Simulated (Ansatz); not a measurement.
BrClH2MgO

Input

```
crystal:
  periodic: [false, false, false]
  atoms:
    - { symbol: Mg, position_ang: [-0.603329, -0.371346, -1.165046] }
    - { symbol: O, position_ang: [1.070606, -0.658996, -0.116803] }
    - { symbol: Cl, position_ang: [-2.488356, -0.258156, -2.288012] }
    - { symbol: H, position_ang: [0.555296, 0.532056, 1.729714] }
    - { symbol: Br, position_ang: [-0.49624, 1.393678, 2.319033] }
    - { symbol: H, position_ang: [1.962124, -0.637135, -0.478886] }
basis:
  gaussian: { orbitals: def2-SVP }
hamiltonian:
  xc: pbe0
  dispersion: d4
relax:
  f_tol: 0.03
  max_steps: 50
output:
  orbitals: {}
```

Run with:

```sh
ansatz run input.yaml --threads 2 --pin off --max-ram 3072MiB --backend cpu --events-out ev --progress --plain --runs-dir out
```

The fields are those of the relaxed geometry.

These are results of RKS PBE0-D4/def2-SVP in Ansatz, not measurements.

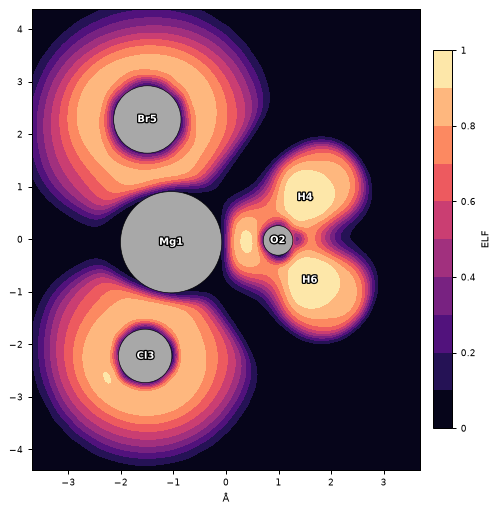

Figure 1. Electron localisation function on the molecular plane. Grey discs cover the atomic cores.

What does the map show?

- The plane passes through Mg, O, Cl, H and Br nuclei.
- Mg–O (2.03 Å): the ELF peaks at about 0.90 in the valence shell of O, 0.6 Å from its nucleus, and is about 0.20 at the midpoint; a largely ionic contact.
- Mg–Cl (2.22 Å): the ELF peaks at about 0.90 in the valence shell of Cl, 0.9 Å from its nucleus, and falls to about 0.05 next to Mg: an ionic contact with no shared pair.
- Mg–Br (2.38 Å): the ELF peaks at about 0.85 in the valence shell of Br, 1.0 Å from its nucleus, and falls to about 0.05 next to Mg; a closed-shell, largely ionic contact.
- O–H (0.97 Å): the ELF climbs to about 1 towards the hydrogen, as it does in any bond to H: a covalent bond by its length.

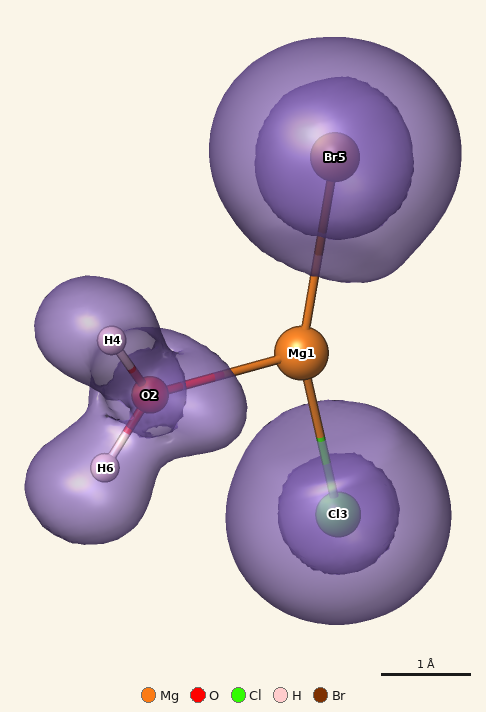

Figure 2. Isosurface of the ELF at 0.75 (purple), seen at a tilt. Only the valence region is drawn (cores and ρ < 0.01 e/Å³ removed).

What do the ELF domains correspond to?

The ELF exceeds this value in one region wrapped around Br (its valence shell), one region wrapped around Cl (its valence shell) and one joined region spread over several atoms (H, O), in which their bonds and any lone pairs are merged.

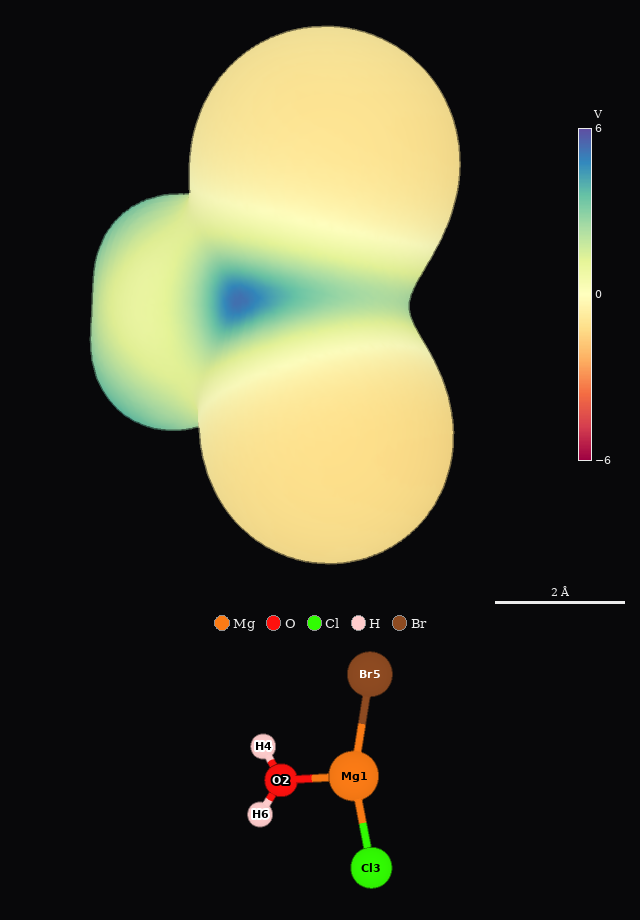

Figure 3. The electrostatic potential painted on the density surface at 0.002 e/bohr³, seen at a tilt; the colour scale runs from red (negative) to blue (positive). The bare structure is drawn below in the same view.

Describe the electrostatic potential map.

The most negative region (about −1.2 V) lies over Cl3, the most positive (about +4.9 V) over Mg1.
